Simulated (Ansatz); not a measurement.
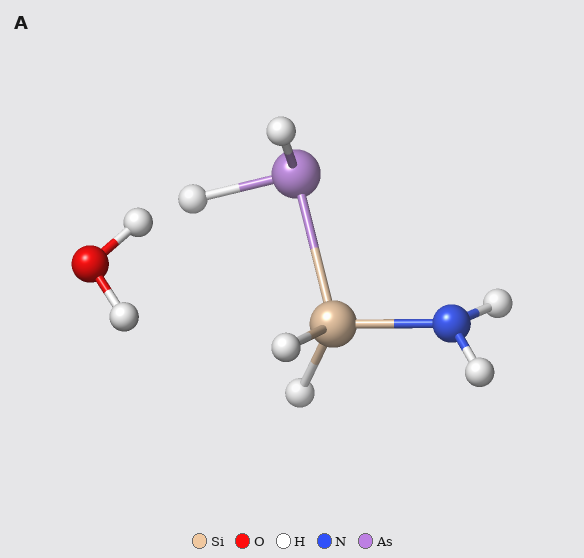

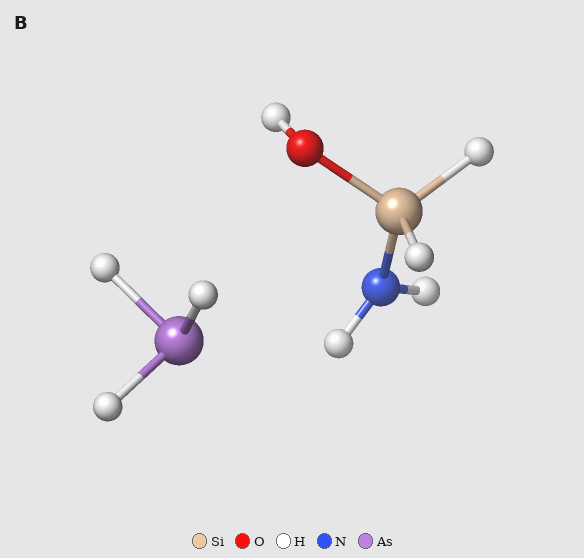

2 stationary structures of one formula. Geometries: PBE0-D4/def2-TZVP. Electronic energies: CCSD(T)/CBS (MP2 limit from def2-TZVPP and def2-QZVPP plus CCSD(T) − MP2) (Ansatz 0.2.0), without zero-point energy. Each is one conformer, not always the lowest.

Rank them by energy, lowest first.

Answer. B is lowest (a minimum); A lies 81.2 kJ/mol above it (a minimum).
